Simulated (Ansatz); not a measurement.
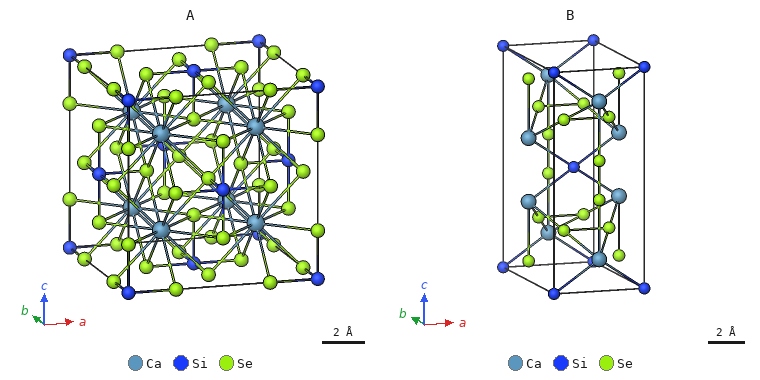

Two structures of Ca₂SiSe₆, each relaxed to rest (conventional cells in solid outline, small ones repeated, not to one scale). Method: DFT PBE, scalar-relativistic, plane waves, PAW (Ansatz 0.2.0), without spin polarisation.

> State the structure in each panel.

A: 36 atoms a cell on a face-centred cubic lattice, Fm-3m. B: 18 atoms a cell on a body-centred orthorhombic lattice, Immm.

> Which polymorph is favoured?

A is lower, by 515 meV/atom at this level of theory (energies at zero smearing). Volumes: A 23.9, B 32.5 Å³/atom.

One or both may be structure types tried for this composition rather than known phases.
